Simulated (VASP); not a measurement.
Band structure of C (graphite). These are r2SCAN+rVV10, VASP's PBE PAW potentials (set 64) (plane waves; VASP) values and carry that method's errors.

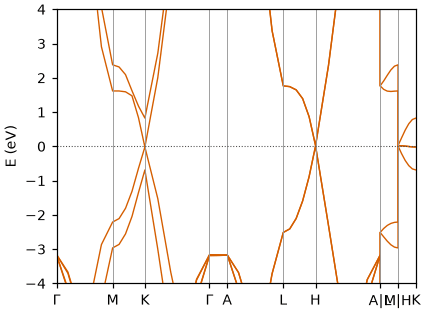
*Bands along high-symmetry lines, zero at the valence-band maximum or, without a gap, the Fermi level*

**Question.** Read the plot: is there a gap, and where are the band edges?

**Answer.** It has no gap at this level: it comes out as a metal or semimetal.

The compound is C in the graphite structure. It was relaxed first.
